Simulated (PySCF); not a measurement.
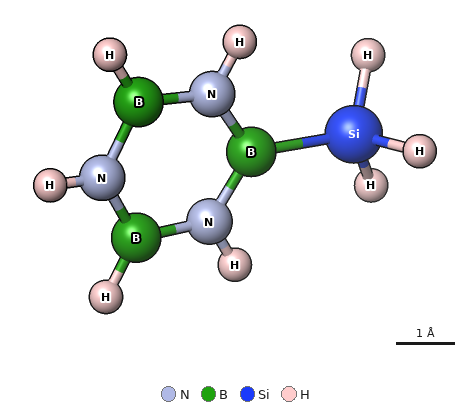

Fig. 1: The input geometry (ball-and-stick view, seen at a tilt).

Geometry relaxation of B3SiN3H8

The run: geometry relaxation of B3SiN3H8. Method and program: PBE0-D3(BJ)/def2-SVP geometry optimisation, gas phase (PySCF 2.14.0).

**Log**
```
step   0  E = -532.67013922  max force = 0.059789
step   1  E = -532.67950584  max force = 0.010018
step   2  E = -532.67962444  max force = 0.005007
step   3  E = -532.67977863  max force = 0.004306
step   4  E = -532.67981685  max force = 0.000977
step   5  E = -532.67982093  max force = 0.000666
step   6  E = -532.67982519  max force = 0.000136
optimisation converged
```

**Trajectory as extended XYZ (Å, eV, eV/Å), 7 frames, from step=0 to step=6**
```
15
Properties=species:S:1:pos:R:3:forces:R:3 step=0 energy=-14494.69278
N    -1.0958   -0.4755   -0.1555   -0.5072   0.0807   0.1573
B    -1.0870   -0.6671   -1.5637    0.8647   0.3129   0.5053
N     0.0997   -0.3263   -2.2393    1.4768   0.6111   0.8761
B     1.2839    0.2054   -1.5643   -3.0745  -0.9641   0.3386
N     1.1345    0.3831   -0.1699    1.2478   0.6393   0.8706
B    -0.0335    0.0820    0.5904    0.3389  -0.2520  -0.9366
Si   -0.1283    0.3695    2.5294   -0.6012   0.2783   0.9741
H    -1.9508   -0.6834    0.3242   -0.4134  -0.1909   0.2525
H    -2.0076   -1.0939   -2.1208   -1.0929  -0.4900  -0.6382
H     0.1706   -0.4689   -3.2173   -0.0471  -0.1584  -1.0479
H     2.2286    0.4697   -2.1298    1.7783   0.4583  -1.0306
H     1.9420    0.7671    0.3360   -0.4683  -0.2336  -0.3177
H    -1.1511   -0.4681    3.2159   -0.1627  -0.2701  -0.0569
H    -0.5374    1.7461    2.9221   -0.0088   0.3239  -0.1194
H     1.1214    0.1348    3.2571    0.6695  -0.1453   0.1728
15
Properties=species:S:1:pos:R:3:forces:R:3 step=1 energy=-14494.94766
N    -1.1107   -0.4439   -0.1373    0.0986   0.0097  -0.0124
B    -1.0720   -0.6440   -1.5491   -0.1202  -0.0305  -0.0557
N     0.1282   -0.2929   -2.2360   -0.5151  -0.2259  -0.2248
B     1.2530    0.2319   -1.5674    0.4986   0.2053   0.2927
N     1.1707    0.4157   -0.1502   -0.2894  -0.1547  -0.2243
B    -0.0016    0.0851    0.5954   -0.0371   0.0599   0.1648
Si   -0.1128    0.3903    2.6033    0.0370  -0.0198  -0.1095
H    -1.9543   -0.6953    0.3615    0.0080   0.0017  -0.0158
H    -2.0289   -1.0931   -2.1379    0.0306   0.0005  -0.0117
H     0.1644   -0.4334   -3.2381    0.0409   0.0277   0.0628
H     2.2628    0.5147   -2.1602    0.0932   0.0355  -0.0767
H     1.9756    0.7832    0.3296    0.1763   0.0808   0.1060
H    -1.1398   -0.5073    3.2298    0.0231   0.0361   0.0363
H    -0.4968    1.8092    2.9116    0.0016  -0.0394   0.0324
H     1.2114    0.1337    3.2627   -0.0461   0.0131   0.0358
15
Properties=species:S:1:pos:R:3:forces:R:3 step=2 energy=-14494.95089
N    -1.1059   -0.4448   -0.1434   -0.1388  -0.0404   0.1381
B    -1.0824   -0.6480   -1.5562    0.1806   0.0794   0.0585
N     0.1220   -0.2939   -2.2346   -0.0255  -0.0442  -0.2272
B     1.2700    0.2347   -1.5752   -0.2336  -0.0551   0.1900
N     1.1616    0.4087   -0.1592    0.2575   0.0930   0.0524
B    -0.0045    0.0856    0.6003   -0.0505  -0.0286  -0.1634
Si   -0.1112    0.3914    2.6079    0.0166  -0.0127  -0.0681
H    -1.9492   -0.6968    0.3549   -0.0297  -0.0067   0.0114
H    -2.0371   -1.0984   -2.1462    0.0212   0.0072   0.0056
H     0.1593   -0.4311   -3.2358    0.0239   0.0043  -0.0336
H     2.2823    0.5220   -2.1699   -0.0244  -0.0100  -0.0097
H     1.9689    0.7778    0.3267    0.0106   0.0075   0.0150
H    -1.1355   -0.4983    3.2468    0.0022   0.0040   0.0112
H    -0.4957    1.8066    2.9236   -0.0033   0.0012   0.0090
H     1.2068    0.1385    3.2778   -0.0068   0.0009   0.0108
15
Properties=species:S:1:pos:R:3:forces:R:3 step=3 energy=-14494.95508
N    -1.1086   -0.4461   -0.1398    0.0614   0.0250   0.0206
B    -1.0776   -0.6456   -1.5540   -0.0023  -0.0151  -0.0685
N     0.1187   -0.2963   -2.2479    0.0959   0.0679   0.2214
B     1.2613    0.2319   -1.5692   -0.0635  -0.0244  -0.0825
N     1.1690    0.4110   -0.1535    0.0503   0.0073  -0.0239
B    -0.0033    0.0859    0.5973   -0.0444  -0.0176  -0.0041
Si   -0.1104    0.3910    2.6034    0.0021  -0.0055  -0.0166
H    -1.9526   -0.6985    0.3579   -0.0003   0.0014  -0.0077
H    -2.0324   -1.0969   -2.1417   -0.0169  -0.0052   0.0015
H     0.1593   -0.4314   -3.2492    0.0156   0.0063   0.0052
H     2.2733    0.5200   -2.1661   -0.0189  -0.0106  -0.0034
H     1.9787    0.7807    0.3320   -0.0779  -0.0354  -0.0532
H    -1.1341   -0.4959    3.2463   -0.0076  -0.0080   0.0054
H    -0.4960    1.8046    2.9226   -0.0040   0.0161   0.0020
H     1.2040    0.1395    3.2796    0.0105  -0.0023   0.0039
15
Properties=species:S:1:pos:R:3:forces:R:3 step=4 energy=-14494.95612
N    -1.1106   -0.4468   -0.1390    0.0326   0.0076  -0.0074
B    -1.0795   -0.6468   -1.5529    0.0091   0.0053  -0.0033
N     0.1202   -0.2941   -2.2374   -0.0369  -0.0198  -0.0397
B     1.2619    0.2331   -1.5685    0.0260   0.0134   0.0245
N     1.1706    0.4112   -0.1538   -0.0348  -0.0219  -0.0314
B    -0.0035    0.0848    0.5943   -0.0140   0.0058   0.0503
Si   -0.1101    0.3907    2.6000    0.0031  -0.0007  -0.0061
H    -1.9543   -0.6983    0.3596    0.0063   0.0038   0.0014
H    -2.0334   -1.0977   -2.1432    0.0027   0.0002   0.0012
H     0.1628   -0.4286   -3.2388    0.0069   0.0022  -0.0041
H     2.2710    0.5190   -2.1695   -0.0005  -0.0005  -0.0079
H     1.9781    0.7800    0.3311    0.0003   0.0026   0.0105
H    -1.1341   -0.4971    3.2429    0.0006   0.0016   0.0046
H    -0.4956    1.8056    2.9179   -0.0004  -0.0006   0.0032
H     1.2058    0.1388    3.2746   -0.0010   0.0011   0.0042
15
Properties=species:S:1:pos:R:3:forces:R:3 step=5 energy=-14494.95623
N    -1.1078   -0.4463   -0.1399   -0.0179  -0.0066   0.0151
B    -1.0776   -0.6464   -1.5543   -0.0048  -0.0006  -0.0054
N     0.1204   -0.2946   -2.2417   -0.0342  -0.0149  -0.0140
B     1.2604    0.2323   -1.5702    0.0248   0.0113   0.0197
N     1.1671    0.4090   -0.1555    0.0137   0.0040   0.0081
B    -0.0041    0.0848    0.5978   -0.0029  -0.0033  -0.0297
Si   -0.1098    0.3914    2.6036    0.0021   0.0004  -0.0047
H    -1.9522   -0.6979    0.3574   -0.0055  -0.0019  -0.0033
H    -2.0325   -1.0974   -2.1428   -0.0007  -0.0007   0.0029
H     0.1635   -0.4285   -3.2433    0.0011   0.0011   0.0039
H     2.2699    0.5187   -2.1704    0.0041   0.0022  -0.0012
H     1.9747    0.7779    0.3287    0.0196   0.0096   0.0099
H    -1.1335   -0.4958    3.2481    0.0027   0.0022  -0.0003
H    -0.4953    1.8065    2.9215    0.0006  -0.0035  -0.0005
H     1.2061    0.1401    3.2785   -0.0026   0.0006  -0.0005
15
Properties=species:S:1:pos:R:3:forces:R:3 step=6 energy=-14494.95635
N    -1.1087   -0.4468   -0.1396    0.0001   0.0001   0.0054
B    -1.0789   -0.6468   -1.5540    0.0068   0.0023  -0.0038
N     0.1194   -0.2947   -2.2408    0.0026   0.0018   0.0070
B     1.2611    0.2325   -1.5695   -0.0050  -0.0009  -0.0020
N     1.1688    0.4095   -0.1547    0.0065   0.0001  -0.0021
B    -0.0038    0.0846    0.5964   -0.0058  -0.0022  -0.0021
Si   -0.1095    0.3913    2.6020    0.0005   0.0000  -0.0005
H    -1.9529   -0.6982    0.3581   -0.0009   0.0001   0.0000
H    -2.0337   -1.0979   -2.1425   -0.0008  -0.0003   0.0015
H     0.1626   -0.4284   -3.2424    0.0021   0.0006  -0.0006
H     2.2703    0.5190   -2.1705   -0.0021  -0.0009  -0.0006
H     1.9766    0.7786    0.3302   -0.0046  -0.0015  -0.0023
H    -1.1329   -0.4954    3.2471    0.0000  -0.0004   0.0005
H    -0.4951    1.8062    2.9200   -0.0003   0.0010  -0.0002
H     1.2061    0.1405    3.2775    0.0009   0.0001  -0.0001
```

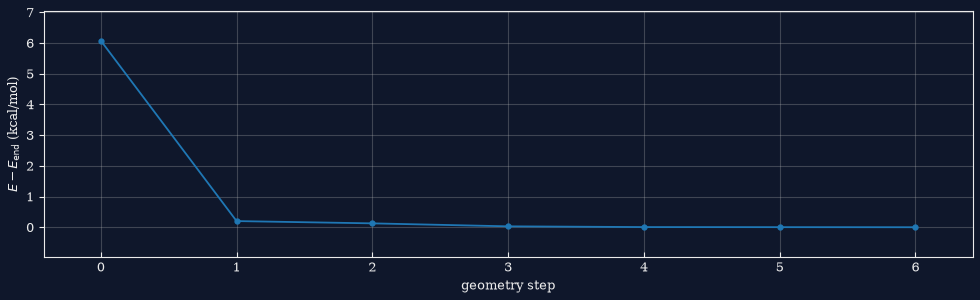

Fig. 2: Progress of the relaxation, step by step (steps are counted from 0).

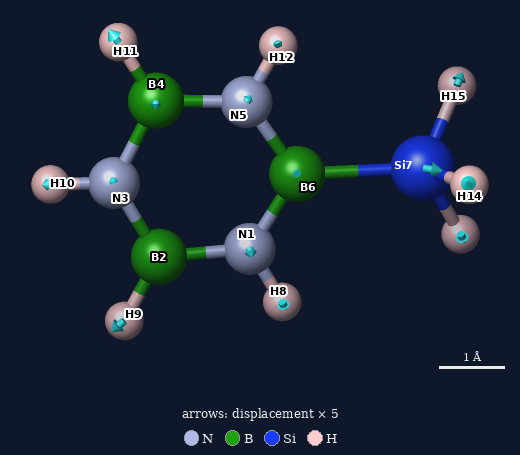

Fig. 3: The starting structure with the displacements as teal arrows, magnified 5 times (ball-and-stick view, seen at a tilt). The two geometries are laid on each other by the best rigid fit. The atom that moves furthest after the best rigid fit is Si7 (0.067 Å). By element the largest moves are Si 0.067 Å, H 0.057 Å, N 0.033 Å, B 0.027 Å. Among the contacts that change: B4–H11 1.132 → 1.209 Å, B6–Si7 1.962 → 2.032 Å, B2–H9 1.158 → 1.209 Å, N3–B4 1.463 → 1.426 Å. Among the angles that change: H13–Si7–H14 102.1° → 106.9°, B6–Si7–H15 115.2° → 111.9°, B4–N5–B6 125.9° → 123.0°. Over 6 geometry steps the energy falls by 6.08 kcal/mol. Largest force component: 3.1 eV/Å at the start, 0.007 eV/Å at the end. (Atoms are counted from 1 in the order of the input.)

The run was set up as follows.

**Input file**
```
{"job": {"xc": "PBE0", "basis": "def2-SVP", "d3": "d3bj", "grid": 2, "kind": "geom", "shake": 0.01}, "charge": 0, "multiplicity": 1}
N     -1.095842    -0.475495    -0.155505
B     -1.086956    -0.667066    -1.563665
N      0.099684    -0.326353    -2.239272
B      1.283937     0.205451    -1.564283
N      1.134508     0.383088    -0.169950
B     -0.033534     0.082040     0.590434
Si    -0.128311     0.369510     2.529411
H     -1.950835    -0.683376     0.324233
H     -2.007590    -1.093895    -2.120765
H      0.170567    -0.468928    -3.217267
H      2.228634     0.469718    -2.129770
H      1.942026     0.767054     0.336011
H     -1.151147    -0.468078     3.215930
H     -0.537431     1.746112     2.922064
H      1.121366     0.134846     3.257065
```

The first line tells a small driver script what to run in PySCF; the rest is the geometry in Å.

Command:
```bash
OMP_NUM_THREADS=1 python <driver script> task.json out
```

**Results in brief**

- outcome: converged
- total energy: −532.679825 hartree
- dipole moment: 1.12 D
- point group: C1
- hardware: 1 CPU thread, shared host
- wall time: 89 s
- peak memory: 0.79 GiB
